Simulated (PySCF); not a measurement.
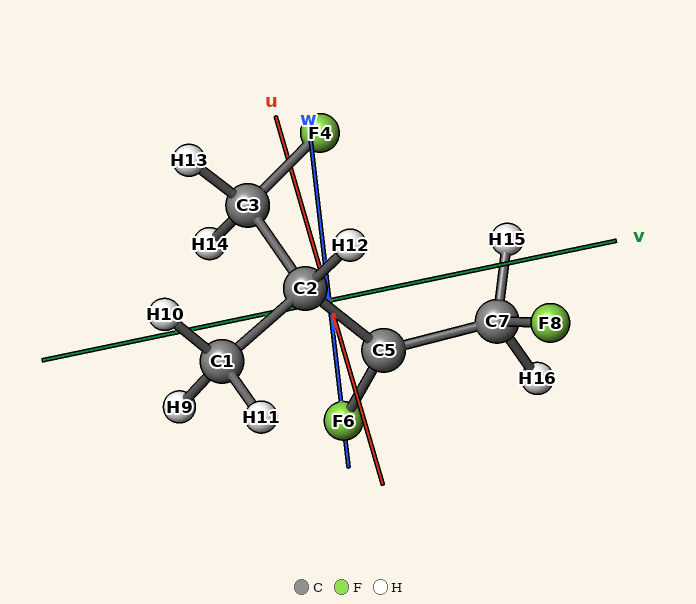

The lines u, v and w are the principal axes of the g tensor. The species is neutral and a spin doublet. The computed structure is the end point of a GFN2-xTB optimisation. No frequency run is at hand to confirm it as a minimum. Level of theory: UKS B3LYP, pcH-1 on C F H, non-relativistic, mean-field spin-orbit, GIAO (PySCF 2.14.0).

> Along which axis does g lie farthest from the free-electron value?

Along v (nearly parallel to the C5–C7 bond): the shift is 2255 ppm.

Give the principal values and shifts.

| axis | g | shift (ppm) |
| --- | --- | --- |
| u | 2.00196 | −364 |
| v | 2.00457 | 2255 |
| w | 2.00355 | 1233 |
